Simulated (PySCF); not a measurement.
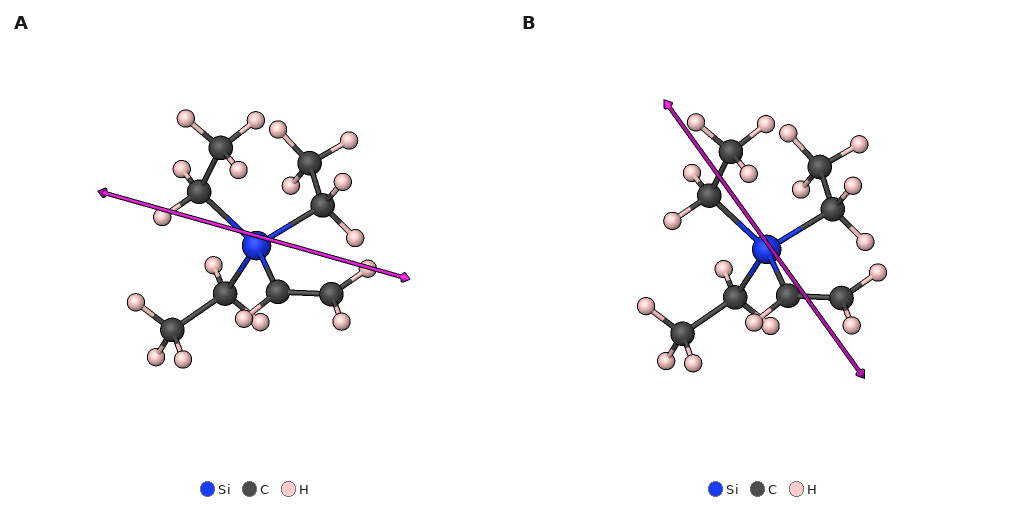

The double arrows show the directions of two transition dipoles from the ground state (lengths mean nothing). The geometry was computed by an optimisation with PBE0-D3(BJ)/def2-SVP. No frequency run is at hand to confirm it as a minimum. Level of theory: TDDFT CAM-B3LYP/def2-SVPD, vertical, gas phase, core orbitals frozen in the response (PySCF 2.14.0).

One belongs to singlet state 2 and one to singlet state 4. Which is which?

A: state 2, 6.93 eV (179 nm), oscillator strength 0.32, mainly HOMO → LUMO (weight 0.96).
B: state 4, 7.41 eV (167 nm), oscillator strength 0.030, mainly HOMO → LUMO+1 (weight 0.54).
